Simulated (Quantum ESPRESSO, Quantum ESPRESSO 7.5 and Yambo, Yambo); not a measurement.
**Gap slopes of MoS2 (P6_3/mmc) from G0W0 (hydrostatic strain)**

Aim: the gap of MoS2 (P6_3/mmc) under hydrostatic strain, by PBE and G0W0.

Method: PBE and many-body steps on it, plane waves, in Quantum ESPRESSO 7.5 and Yambo 5.3.0.

The database entry behind the starting cell differs from later determinations by our own check (about 0.3 % long), so it need not match the best structure at ambient conditions.

## (1) Starting point

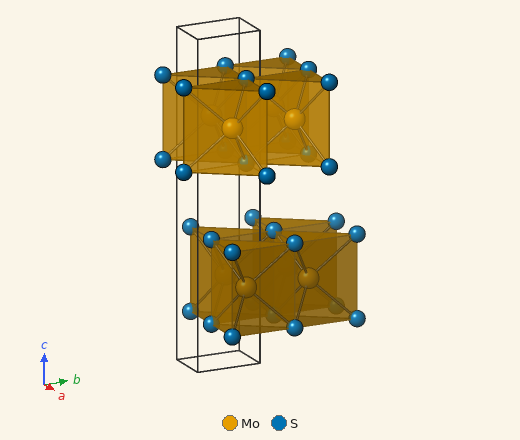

The starting structure, seen slightly off an axis (molybdenum orange, sulfur blue). 2×2×1 cells are drawn. Some periodic images of atoms are drawn too.

The cell and positions come from the Crystallography Open Database and are kept as given unless a step says otherwise.

## (2) Ground state

This step: Quantum ESPRESSO 7.5; DFT, PBE, plane waves, norm-conserving pseudopotentials.

The ground-state density comes first.

The input, pw.in:

```
&control
  calculation = 'scf'
  prefix = 'x'
  outdir = 'o'
  pseudo_dir = 'pseudo'
  tprnfor = .true.
  tstress = .true.
/
&system
  ibrav = 0
  nat = 6
  ntyp = 2
  ecutwfc = 72.0
  nbnd = 33
  force_symmorphic = .true.
/
&electrons
  conv_thr = 1e-10
  electron_maxstep = 80
  mixing_beta = 0.5
/
ATOMIC_SPECIES
  Mo 95.95 Mo.upf
  S 32.06 S.upf
CELL_PARAMETERS angstrom
  3.1690000000 -0.0000000000 0.0000000000
  -1.5845000000 2.7444345046 0.0000000000
  0.0000000000 0.0000000000 12.3240000000
ATOMIC_POSITIONS crystal
  Mo 0.3333333333 0.6666666667 0.2500000000
  Mo 0.6666666667 0.3333333333 0.7500000000
  S 0.3333333333 0.6666666667 0.6230000000
  S 0.6666666667 0.3333333333 0.1230000000
  S 0.3333333333 0.6666666667 0.8770000000
  S 0.6666666667 0.3333333333 0.3770000000
K_POINTS automatic
  6 6 2 0 0 0
```

Command:

```bash
> OMP_NUM_THREADS=1 mpirun -n 8 pw.x -nk 8 -in pw.in > pw.out
```

What it wrote:

```text
Program PWSCF v.7.5 starts

     This program is part of the open-source Quantum ESPRESSO suite
     for quantum simulation of materials; please cite
         "P. Giannozzi et al., J. Phys.:Condens. Matter 21 395502 (2009);
         "P. Giannozzi et al., J. Phys.:Condens. Matter 29 465901 (2017);
         "P. Giannozzi et al., J. Chem. Phys. 152 154105 (2020);
     in publications or presentations arising from this work. More details at
     Message from routine setup:
[...]
total   stress  (Ry/bohr**3)                   (kbar)     P=       18.82
   0.00011812  -0.00000000   0.00000000           17.38       -0.00        0.00
   0.00000000   0.00011812   0.00000000            0.00       17.38        0.00
   0.00000000   0.00000000   0.00014762            0.00        0.00       21.72

     XML data file, charge density, pseudopotentials, collected wavefunctions

=------------------------------------------------------------------------------=
   JOB DONE.
=------------------------------------------------------------------------------=
[key lines of the parts left out:]
!    total energy              =    -369.79267793 Ry
convergence has been achieved in  13 iterations
```

It took 13 s on 8 MPI ranks of Arm Neoverse V2, shared host; peak memory 0.8 GiB.

Numbers from this step:

```
total energy               : -5031.2857 eV
gap                        : 0.8888 eV
k of the valence top       : 0, 0, 0
k of the conduction bottom : 0.1667, 0.1667, 0
least direct gap           : 1.654 eV
pressure                   : 1.882 GPa
```

The gap is indirect, with the least direct gap 0.77 eV higher.

## (3) Empty states on the mesh, 6×6×2 mesh, 184 bands

The sums over transitions need many empty states on a uniform mesh; this step solves for them.

pw.in, as its differences from that of step 2:

```diff
@@ -1,3 +1,3 @@
 &control
-  calculation = 'scf'
+  calculation = 'nscf'
   prefix = 'x'
@@ -5,4 +5,2 @@
   pseudo_dir = 'pseudo'
-  tprnfor = .true.
-  tstress = .true.
 /
@@ -13,3 +11,3 @@
   ecutwfc = 72.0
-  nbnd = 33
+  nbnd = 184
   force_symmorphic = .true.
@@ -17,5 +15,6 @@
 &electrons
-  conv_thr = 1e-10
+  conv_thr = 1e-9
   electron_maxstep = 80
-  mixing_beta = 0.5
+  diago_full_acc = .true.
+  diago_thr_init = 5e-6
 /
```

Command:

```bash
> OMP_NUM_THREADS=1 mpirun -n 8 pw.x -nk 4 -in pw.in > pw.out
```

What it wrote:

```text
[banner, memory and clock lines left out]
Program PWSCF v.7.5 starts

     Atomic positions and unit cell read from directory:
     o/x.save/

     Message from routine setup:
     using ibrav=0 with symmetry is DISCOURAGED, use correct ibrav instead

     bravais-lattice index     =            0
     lattice parameter (alat)  =       5.9885  a.u.
     unit-cell volume          =     723.3082 (a.u.)^3
     number of atoms/cell      =            6
     number of atomic types    =            2
     number of electrons       =        52.00
[...]
[... 11 further rows ...]
[...]
k = 0.0000 0.0000-0.1286 (  7394 PWs)   bands (ev):

[...]
[... 11 further rows ...]
[...]
k = 0.0000 0.1925 0.0000 (  7442 PWs)   bands (ev):

[...]
[... 11 further rows ...]
    70.2643  70.5906  70.7358  70.7424  71.4155  71.7568  72.3734  72.4178
    72.4628  72.7119  72.8064  73.1028  73.4540  73.4863  74.1281  74.5192

          k = 0.0000 0.1925-0.1286 (  7432 PWs)   bands (ev):

     [... further k-points ...]

     highest occupied, lowest unoccupied level (ev):    10.9922   11.8810

     XML data file, pseudopotentials, collected wavefunctions
```

Run time: 37 s. Hardware: 8 MPI ranks; peak memory 0.91 GiB.

This step gave:

```
gap                                                           : 0.8888 eV
k of the valence top                                          : 0, 0, 0
k of the conduction bottom                                    : 0.1667, 0.1667, 0
least direct gap                                              : 1.654 eV
k points computed                                             : 14
lowest point of the top converged band, above the valence top : 62.7875 eV
```

On this mesh the gap is 0.889 eV.

## (4) Conversion and set-up

This step: Yambo 5.3.0; conversion and set-up on PBE, plane waves, norm-conserving pseudopotentials.

The states are converted to the many-body program's format and the q mesh is built.

Command:

```bash
> (cd o/x.save; p2y > p2y.log; mv SAVE ../..); yambo > setup.log
```

What it wrote:

```text
 Yambo, version 5.3.0

 [02] CORE Variables Setup
 =========================

  [02.01] Unit cells
  ==================

  Cell kind             :  HCP
  Atoms in the cell     :  Mo  S
  number of Mo atoms    :  2
  number of S  atoms    :   4

  List of atomic masses
  Mass of Mo    :  95.95000
  Mass of S     :  32.06000

  List of atomic coordinates    : [cc]
  Mo1       : -0.29943E-09   3.4575       5.8222      order 1
  Mo2       :   2.99427   1.72874  17.46674  order 2
  S1       : -0.29943E-09   3.4575       14.509      order 3
[...]
Q [ 1]         [rlu]:  0.000000  0.000000  0.000000
 Q [ 2]         [rlu]:  0.000000  0.000000 -0.500000
 Q [ 3]         [rlu]: -0.39822E-17  0.16667       0.0000
[...]
Q [ 8]         [rlu]:  0.11947E-16 -0.50000     -0.50000
 Q [ 9]         [rlu]:  0.166667  0.166667  0.000000
 Q [10]         [rlu]:  0.166667  0.166667 -0.500000
 Q [11]         [rlu]:  0.166667  0.333333  0.000000
 Q [12]         [rlu]:  0.166667  0.333333 -0.500000
 Q [13]         [rlu]:  0.333333  0.333333  0.000000
 Q [14]         [rlu]:  0.333333  0.333333 -0.500000

  [03.01] X indexes
  =================

   [03.01.01] Sigma indexes
   ========================

 [06] Game Over & Game summary
```

Run time: 2.7 s. Hardware: 1 MPI rank; peak memory 0.25 GiB.

## (5) G0W0, strain +0 %

G0W0 replaces the xc potential by the self-energy, built once from these orbitals. Only a window of levels is corrected, while the sums run over the empty bands that the input names.

This step: G0W0 on PBE, plane waves, norm-conserving pseudopotentials.

The input, gw1.in:

```
HF_and_locXC
gw0
dyson
ppa
em1d
rim_cut
RandQpts= 1000000
RandGvec= 1 RL
EXXRLvcs= 72 Ry
VXCRLvcs= 288 Ry
Chimod= "HARTREE"
% BndsRnXp
 1 | 184 |
%
NGsBlkXp= 10 Ry
% LongDrXp
 1 | 1 | 1 |
%
% GbndRnge
 1 | 184 |
%
DysSolver= "n"
ExtendOut
PPAPntXp= 27.21138 eV
% QPkrange
 1 | 1 | 25 | 28 |
 9 | 9 | 25 | 28 |
 13 | 13 | 25 | 28 |
%
```

Command:

```bash
> OMP_NUM_THREADS=2 mpirun -n 4 yambo -F gw1.in -J gw1 -C gw1 > gw1.log
```

What it wrote:

```text
 Yambo, version 5.3.0

 [02] CORE Variables Setup
 =========================

  [... cell, symmetries and grids as in the set-up ...]

  [02.05] Energies & Occupations
  ==============================

  [X] === General ===
  [X] Electronic Temperature                        :  0.000000  0.000000 [eV K]
  [X] Bosonic    Temperature                        :  0.000000  0.000000 [eV K]
  [X] Finite Temperature mode                       : no
  [X] El. density                                   :  0.48515E+24 [cm-3]
  [X] Fermi Level                                   :  10.99216 [eV]

  [X] === Gaps and Widths ===
  [X] Conduction Band Min                           :  0.888808 [eV]
  [X] Valence Band Max                              :  0.000000 [eV]
  [X] Filled Bands                                  :  26
  [X] Empty Bands                                   :   27  184
  [X] Direct Gap                                    :  1.653898 [eV]
  [X] Direct Gap localized at k                     :  13
  [X] Indirect Gap                                  :  0.888808 [eV]
  [X] Indirect Gap between kpts                     :   1   9
  [X] Last valence band width                       :  1.613810 [eV]
  [X] 1st conduction band width                     :  1.216218 [eV]

 [03] Transferred momenta grid and indexing
 ==========================================

 IBZ Q-points                                      :  14
 BZ  Q-points                                      :   72

 K/Q-points units:
 rlu = crystal or reduced units; cc = cartesian coordinates; iku = interal k-units

 Q [ 1]         [rlu]:  0.000000  0.000000  0.000000
 Q [ 2]         [rlu]:  0.000000  0.000000 -0.500000
 Q [ 3]         [rlu]: -0.39822E-17  0.16667       0.0000
[...]
Q [ 8]         [rlu]:  0.11947E-16 -0.50000     -0.50000
 Q [ 9]         [rlu]:  0.166667  0.166667  0.000000
 Q [10]         [rlu]:  0.166667  0.166667 -0.500000
 Q [11]         [rlu]:  0.166667  0.333333  0.000000
 Q [12]         [rlu]:  0.166667  0.333333 -0.500000
 Q [13]         [rlu]:  0.333333  0.333333  0.000000
 Q [14]         [rlu]:  0.333333  0.333333 -0.500000

 [04] Coloumb potential Random Integration (RIM)
 ===============================================

  [04.01] RIM initialization
  ==========================

  * Diagonal components only detected *

  8 x (sBL volume)        :  0.038104 [a.u.]
  sBZ random points       :  1000000
  Points outside the sBZ  :   7994252
  RL volume               :  0.342938 [a.u.]
  Integrated volume       :  0.343185 [a.u.]

  [04.02] RIM integrals
  =====================

  Gamma point sphere radius             :  0.061039 [a.u.]
  Points outside the sphere             :   799440
  [Int_sBZ(q=0) 1/q^2]*(Vol_sBZ)^(-1/3) =:  7.614149
                                 should be <:  7.795600

  Summary of Coulomb integrals for non-metallic bands |Q|[au] RIM/Bare

[...]
X Drude frequency                                :  0.000000  0.000000
  X poles                                          :  100.0000 [o/o]
  RL vectors in the sum                            :   9289
  [r,Vnl] included                                 : yes
  Field direction                                  :  0.577350E-5  0.577350E-5  0.577350E-5
  BZ energy Double Grid                            : no
  BZ energy DbGd points                            : 0
  BZ Q point size factor                           : -1.000000
  X Optical Averaged directions                    : none

 [07] Local Exchange-Correlation + Non-Local Fock
 ================================================

 [VXC] Plane waves :   59645
 [EXS] Plane waves :   7461

 QP @ state[ 1 ] K range:  1  1
 QP @ state[ 1 ] b range:  25  28
 QP @ state[ 2 ] K range:   9   9
 QP @ state[ 2 ] b range:  25  28
 QP @ state[ 3 ] K range:  13  13
 QP @ state[ 3 ] b range:  25  28

 [xc] Functional : Perdew, Burke & Ernzerhof(X)+Perdew, Burke & Ernzerhof(C)
 [xc] LIBXC used to calculate xc functional
  PP Number of Atomic Species                      :  2
  NLCC RL compoments                               :   59645
  PP Number of Atomic Species                      :  2
  NLCC RL compoments                               :   59645

 [xc] E_xc :  -24.88331 [Ha]
      E_xc :  -49.76662 [Ry]

  Local XC kind (lXC) : Perdew, Burke & Ernzerhof(X)+Perdew, Burke & Ernzerhof(C)
  Non-Local XC kind (nlXC) : Hartree-Fock

  Corrections @ K [1] :  [eV]
 <25|nlXC|25> = -16.53593  0.80295E-17 <25|lXC|25> = -15.41330  0.18882E-15
 <26|nlXC|26> = -16.96836  0.16532E-16 <26|lXC|26> = -16.39175 -0.37763E-15
 <27|nlXC|27> = -11.21799  0.60822E-19 <27|lXC|27> = -15.68152  0.18882E-15
[...]
Corrections @ K [9] :  [eV]
[...]
Corrections @ K [13] :  [eV]
[...]
<27|nlXC|27> = -13.42782  0.26600E-17 <27|lXC|27> = -17.61132 -0.75527E-15
 <28|nlXC|28> = -13.42782  0.38478E-18 <28|lXC|28> = -17.61132  0.000000

 [08] Dyson equation: Newton solver
 ==================================

  [08.01] G0W0 (W PPA)
  ====================

  [  GW  ] Bands range     :    1  184
  [GW/PPA] G damping       :  0.100000 [eV]

  QP @ state[ 1 ] K range:  1  1
  QP @ state[ 1 ] b range:  25  28
  QP @ state[ 2 ] K range:   9   9
  QP @ state[ 2 ] b range:  25  28
  QP @ state[ 3 ] K range:  13  13
  QP @ state[ 3 ] b range:  25  28

   Sc/G bands                                       :    1  184
   Sc/G damping                                     :  0.100000 ev
   Sc bands terminator                              : no
   Sx RL components                                 :   7461

   QP @ state[ 1 ] K range                          :  1  1
   QP @ state[ 1 ] b range                          :  25  28
   QP @ state[ 2 ] K range                          :   9   9
   QP @ state[ 2 ] b range                          :  25  28
   QP @ state[ 3 ] K range                          :  13  13
   QP @ state[ 3 ] b range                          :  25  28
   GF energies kind                                 : Perdew, Burke & Ernzerhof(X)+Perdew, Burke & Ernzerhof(C)
   GF WF`s kind                                     : Perdew, Burke & Ernzerhof(X)+Perdew, Burke & Ernzerhof(C)
   Xs energies kind                                 : Perdew, Burke & Ernzerhof(X)+Perdew, Burke & Ernzerhof(C)
   Xs WF`s kind                                     : Perdew, Burke & Ernzerhof(X)+Perdew, Burke & Ernzerhof(C)

 [11] Game Over & Game summary
```

The job ended after 8 min (4 MPI ranks; peak memory 3.6 GiB; 58 min of CPU time).

Numbers from this step:

- G0W0 gap on the points computed: 1.244 eV
- starting gap on the mesh: 0.8888 eV
- k of the valence top: 0, 0, 0
- k of the conduction bottom: 0.1667, 0.1667, 0
- least direct G0W0 gap on the computed points: 2.217 eV
- Z at the valence top: 0.7785
- Z at the conduction bottom: 0.7869

The gap on the mesh goes from 0.89 eV to 1.24 eV, a correction of +0.36 eV.

## (6) G0W0, strain -1 %

The cell differs from the one that the last finished run ended in (a 3.169 → 3.137 Å, b 3.169 → 3.137 Å, c 12.324 → 12.201 Å).

gw2.in, as its differences from gw1.in of step 5:

```diff
@@ -14,3 +14,3 @@
 %
-NGsBlkXp= 10 Ry
+NGsBlkXp= 353 RL
 % LongDrXp
```

Command:

```bash
> OMP_NUM_THREADS=2 mpirun -n 4 yambo -F gw2.in -J gw2 -C gw2 > gw2.log
```

What it wrote:

```text
 Yambo, version 5.3.0

 [02] CORE Variables Setup
 =========================

  [... cell, symmetries and grids as in the set-up ...]

  [02.05] Energies & Occupations
  ==============================

  [X] === General ===
  [X] Electronic Temperature                        :  0.000000  0.000000 [eV K]
  [X] Bosonic    Temperature                        :  0.000000  0.000000 [eV K]
  [X] Finite Temperature mode                       : no
  [X] El. density                                   :  0.50000E+24 [cm-3]
[...]
QP @ state[ 2 ] b range                          :  25  28
   QP @ state[ 3 ] K range                          :  13  13
   QP @ state[ 3 ] b range                          :  25  28
   GF energies kind                                 : Perdew, Burke & Ernzerhof(X)+Perdew, Burke & Ernzerhof(C)
   GF WF`s kind                                     : Perdew, Burke & Ernzerhof(X)+Perdew, Burke & Ernzerhof(C)
   Xs energies kind                                 : Perdew, Burke & Ernzerhof(X)+Perdew, Burke & Ernzerhof(C)
   Xs WF`s kind                                     : Perdew, Burke & Ernzerhof(X)+Perdew, Burke & Ernzerhof(C)

 [11] Game Over & Game summary
```

The job ended after 7.9 min (4 MPI ranks; peak memory 3.6 GiB).

This step gave:

| Item | Value |
| --- | --- |
| G0W0 gap on the points computed | 1.224 eV |
| starting gap on the mesh | 0.8647 eV |
| k of the valence top | 0, 0, 0 |
| k of the conduction bottom | 0.1667, 0.1667, 0 |
| least direct G0W0 gap on the computed points | 2.290 eV |

The gap on the mesh goes from 0.86 eV to 1.22 eV, a correction of +0.36 eV.

Ground state, empty states and screening of this cell were made anew, as for the first cell; those steps are not shown. 

(Continued in part 2 of 2.)

[Paths, hosts, dates, memory and timing lines, banners, echoed tables and standing remarks are left out of the program output.]

[Logs are printed without paths, hosts, clocks, repeated set-up lines and the standing remarks that a program may print on its own settings, such as how far it seeks lower states.]

[Runs of the session that timed out or met a known fault of the program may be left out.]

[Hosts, paths, dates, database ids (printed as entryN), source tags and the programs' standing remarks are cut or masked in the printed files.]
